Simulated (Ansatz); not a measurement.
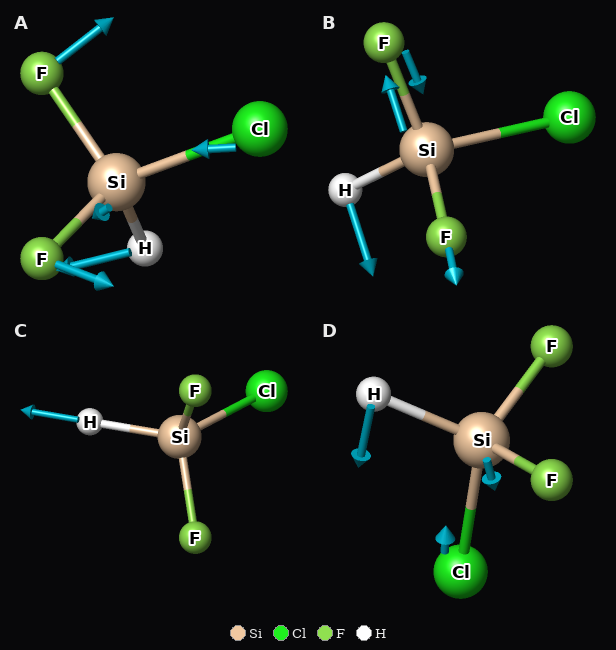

4 normal modes of one molecule or complex, as arrows. Harmonic vibrations computed with RKS PBE0-D4/def2-TZVP (Ansatz 0.2.0) at a stationary point of the same level.

Match the panels to the wavenumbers 274 cm⁻¹, 579 cm⁻¹, 985 cm⁻¹, 2340 cm⁻¹.

A: 274 cm⁻¹, angle bending
B: 985 cm⁻¹
C: 2340 cm⁻¹, Si–H stretching
D: 579 cm⁻¹
